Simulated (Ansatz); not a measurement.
Process, species as SMILES: [GeH] (GeH) → Ge atom + H atom
B3LYP-D3(BJ)/def2-TZVP geometries, fixed; electronic energies without zero-point terms.

Basis-set convergence of the atomisation energy at HF with Ansatz (a program for electronic structure). Cartesian d functions, on some or all atoms, in 3-21G, 6-31G, 6-31G**; all else is spherical. Open shells are unrestricted. No added dispersion term, no relativity. Functions are those of the species that has most. Reference: the value in aug-cc-pV5Z, 46.05 kcal/mol, itself unsure by roughly 0.09 kcal/mol (its mean distance from pcseg-4, aug-pcseg-3, aug-cc-pVQZ). Deviations are taken from unrounded values.

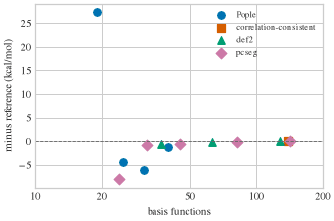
*Deviation from the reference against the number of basis functions, by family of sets.*

```tsv
basis	functions	atomisation energy (kcal/mol)	minus reference (kcal/mol)
STO-3G	19	73.43	27.38
pcseg-0	24	37.98	-8.07
3-21G	25	41.76	-4.29
6-31G	31	40.02	-6.03
pcseg-1	32	45.32	-0.73
def2-SVP	37	45.46	-0.59
6-31G**	40	44.93	-1.12
aug-pcseg-1	45	45.38	-0.67
def2-TZVPD	63	45.96	-0.10
aug-pcseg-2	82	45.96	-0.10
def2-QZVPPD	128	46.08	0.02
aug-cc-pVQZ	139	46.01	-0.04
aug-pcseg-3	142	46.10	0.05
```
